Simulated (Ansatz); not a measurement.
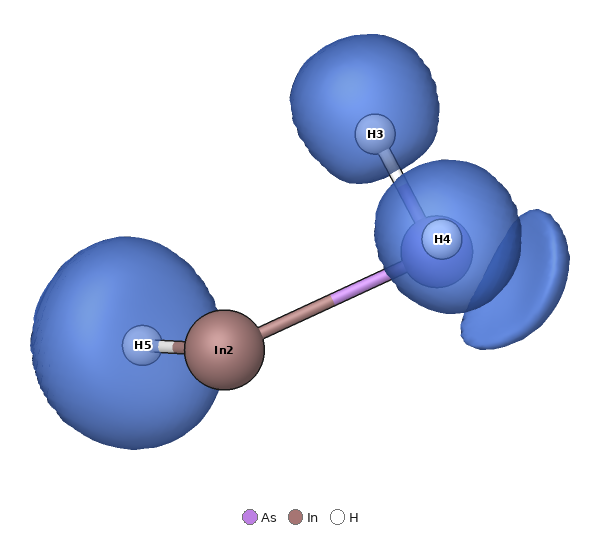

The picture shows: AsH$_{3}$In (SMILES [AsH2][InH]) (doublet). Isosurface of the electron localisation function at 0.9 (blue), seen at an oblique angle. Only the valence region is drawn (cores and ρ < 0.01 e/Å³ removed).

Core potentials replace the inner electrons of In.

Computed with UKS PBE/def2-SVPD in Ansatz.

Input

```
crystal:
  periodic: [false, false, false]
  atoms:
    - { symbol: As, position_ang: [-0.44523, -1.52976, 0.47199] }
    - { symbol: In, position_ang: [1.38361, 0.75712, 0.53835] }
    - { symbol: H, position_ang: [-1.4596, -0.42598, 0.67478] }
    - { symbol: H, position_ang: [-0.4299, -1.20378, -1.00483] }
    - { symbol: H, position_ang: [3.0486, 0.65302, 1.80171] }
magnetization:
  spin_polarized: true
  initial_magnetization: 1
basis:
  gaussian: { orbitals: def2-SVPD }
hamiltonian:
  xc: pbe
relax:
  f_tol: 0.015
  max_steps: 40
output:
  orbitals: {}
```

Run with:

```sh
ansatz run input.yaml --threads 2 --pin off --max-ram 3072MiB --backend cpu --events-out ev --progress --plain --runs-dir out
```

The fields are those of the run's last geometry, not of the input's.

Identify the bonds, lone pairs and shells in this picture.

Answer. The ELF exceeds this value in three regions around hydrogen nuclei and one lobe on As, pointing away from the bonds (non-bonding electrons).

Values along the shortest contacts:
In–As (2.71 Å): the ELF peaks at about 0.70 in the valence shell of As, 1.2 Å from its nucleus, and drops to about 0.20 between the two atoms. As–H (1.54 Å): the ELF climbs to about 1 towards the hydrogen, as it does in any bond to H.
